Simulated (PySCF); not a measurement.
# singlet SnH2Cl+ at 6 levels

Aim: a comparison of 6 runs (PBE0/STO-3G, wB97X-V/STO-3G, BCCD(T)/STO-3G, CCSDT(Q)/STO-3G, CISD/STO-3G, FCI/STO-3G) of singlet SnH2Cl+. The job is set up through a Python script.

The calculation is run with PySCF 2.14.0.

7 further runs of the same task are left out: 1 that didn't finish, 6 set aside as unsound or not needed.

### 1 The system as given

SnH2Cl+: 4 atoms, total charge +1, spin state singlet. SMILES of the parent species: `[Cl][SnH2]`. The coordinates come from a PBE0-D4/def2-TZVP relaxation. That shape belongs to the parent species and isn't relaxed for this state.

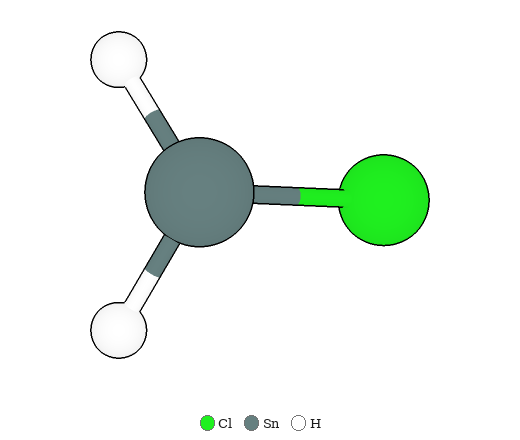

The structure, seen from a chosen angle (chlorine green, tin teal, hydrogen white).

### 2 A single-point energy at PBE0/STO-3G (run 1)

The input, mol.xyz:

```xyz
4
ClH2Sn
Cl    -1.882600     0.398400    -0.585000
Sn     0.380000    -0.179600    -0.397100
H      0.412500    -1.500000     0.709600
H      1.145500     1.221000     0.252100
```

The input, run.py:

```python
from pyscf import gto, dft

system = gto.M(
    atom='mol.xyz',
    verbose=4,
    charge=1,
    basis='sto-3g',
    max_memory=1860,
)

ks = dft.RKS(system)
ks.xc = 'pbe0'
ks.grids.level = 5
ks.conv_tol = 1e-10
ks.kernel()
if not ks.converged:
    ks = ks.newton().run(ks.mo_coeff, ks.mo_occ)

e_final = ks.e_tot
print('Final energy', e_final)
```

Run with:

```bash
$ OMP_NUM_THREADS=1 python run.py
```

The program printed:

```text
PySCF version 2.14.0

[... 69 lines left out ...]
converged SCF energy = -6421.06847894219
Final energy -6421.068478942192
```

It took 4.5 s on 1 thread of Arm Neoverse V2, shared host; peak memory 0.27 GiB.

### 3 A single-point energy at wB97X-V/STO-3G (run 2)

The input, calc.py:

```python
from pyscf import gto, dft

mol = gto.M(
    atom='''
Cl    -1.882600     0.398400    -0.585000
Sn     0.380000    -0.179600    -0.397100
H      0.412500    -1.500000     0.709600
H      1.145500     1.221000     0.252100
''',
    verbose=3,
    max_memory=1860,
    charge=1,
    basis='sto-3g',
)

ks = dft.RKS(mol)
ks.xc = 'wb97x-v'
ks.nlcgrids.level = 1
ks.grids.level = 5
ks.conv_tol = 1e-10
ks.kernel()
if not ks.converged:
    ks = ks.newton().run(ks.mo_coeff, ks.mo_occ)

energy = ks.e_tot
print(f'total energy: {energy:.8f} hartree')
```

Run with:

```bash
$ OMP_NUM_THREADS=1 python calc.py
```

The program printed:

```text
converged SCF energy = -6421.14929171737
total energy: -6421.14929172 hartree
```

Wall time 18 s (1 thread of Arm Neoverse V2, shared host); peak memory 0.27 GiB.

Runs 3 to 4 aren't shown in full; the table further down has their settings and results.

### 4 A single-point energy at CISD/STO-3G (run 5)

The input, job.py:

```python
from pyscf import gto, ci

mol = gto.Mole()
mol.atom = '''
Cl    -3.557598     0.752867    -1.105490
Sn     0.718096    -0.339395    -0.750410
H      0.779512    -2.834589     1.340950
H      2.164681     2.307356     0.476400
'''
mol.unit = 'bohr'
mol.max_memory = 1860
mol.basis = 'sto-3g'
mol.charge = 1
mol.verbose = 3
mol.build()

calc0 = mol.RHF()
calc0.conv_tol = 1e-10
calc0.kernel()
if not calc0.converged:
    calc0 = calc0.newton().run(calc0.mo_coeff, calc0.mo_occ)

cisd = ci.CISD(calc0, frozen=23)
cisd.kernel()
e_final = cisd.e_tot
print('Final energy', e_final)
```

Run with:

```bash
$ OMP_NUM_THREADS=1 python job.py
```

The program printed:

```text
converged SCF energy = -6418.84451888713
E(RCISD) = -6418.906746026588  E_corr = -0.06222713945459324
Final energy -6418.906746026588
```

Wall time 0.76 s (1 thread of Arm Neoverse V2, shared host); peak memory 0.12 GiB.

### 5 A single-point energy at FCI/STO-3G (run 6)

The input, run.py:

```python
from pyscf import gto, mcscf

mol = gto.Mole()
mol.atom = 'Cl -1.882600 0.398400 -0.585000; Sn 0.380000 -0.179600 -0.397100; H 0.412500 -1.500000 0.709600; H 1.145500 1.221000 0.252100'
mol.charge = 1
mol.max_memory = 1860
mol.spin = 0
mol.verbose = 3
mol.basis = 'sto-3g'
mol.build()

mf = mol.RHF()
mf.conv_tol = 1e-10
mf.kernel()
if not mf.converged:
    mf = mf.newton().run(mf.mo_coeff, mf.mo_occ)

cas = mcscf.CASCI(mf, mf.mo_coeff.shape[-1] - 23, (mol.nelec[0] - 23, mol.nelec[1] - 23))  # full CI above the frozen core
cas.fix_spin_(ss=0.0)
cas.kernel()
e_final = cas.e_tot
print('Final energy', e_final)
```

Run with:

```bash
$ OMP_NUM_THREADS=1 python run.py
```

The program printed:

```text
converged SCF energy = -6418.8445188832
CASCI E = -6418.91184625717  E(CI) = -117.527955774056  S^2 = 0.0000000
Final energy -6418.911846257171
```

It took 87 s on 1 thread of Arm Neoverse V2, shared host; peak memory 0.52 GiB.

### 6 Overview of the runs

| run | level | nlc grid | integration grid | energy (Eh) | HOMO energy (eV) | LUMO energy (eV) | HOMO–LUMO gap (eV) | wall time |
| --- | --- | --- | --- | --- | --- | --- | --- | --- |
| 1 | PBE0/STO-3G | – | 5 | -6421.068479 | -13.02 | -9.26 | 3.76 | 4.5 s |
| 2 | wB97X-V/STO-3G | 1 | 5 | -6421.149292 | -15.26 | -7.12 | 8.14 | 18 s |
| 3 | BCCD(T)/STO-3G | – | – | -6418.910915 | – | – | – | 1.2 s |
| 4 | CCSDT(Q)/STO-3G | – | – | -6418.911963 | -15.96 | -5.87 | 10.09 | 3.9 s |
| 5 | CISD/STO-3G | – | – | -6418.906746 | -15.96 | -5.87 | 10.09 | 0.76 s |
| 6 | FCI/STO-3G | – | – | -6418.911846 | -15.96 | -5.87 | 10.09 | 87 s |

### 7 What came out

```
                                           quantity           value
                                run 6: total energy  -6418.91185 Eh
         run 6: HOMO energy (Hartree–Fock orbitals)       -15.96 eV
         run 6: LUMO energy (Hartree–Fock orbitals)        -5.87 eV
       run 6: HOMO–LUMO gap (Hartree–Fock orbitals)        10.09 eV
run 6: correlation energy (23 core orbitals frozen)       -67.3 mEh
```

What this shows: Against full CI in this basis: BCCD(T) +0.9 mEh; CCSDT(Q) -0.1 mEh; CISD +5.1 mEh. Totals of different functionals can't be ranked against each other. In runs 1, 2, 3, 4, 5, 6 the basis is minimal, so the values are rough. In runs 1, 2, 3, 4, 5, 6 relativity is left out where basis or elements ask for it. All runs together took 1.9 min, the longest 87 s.
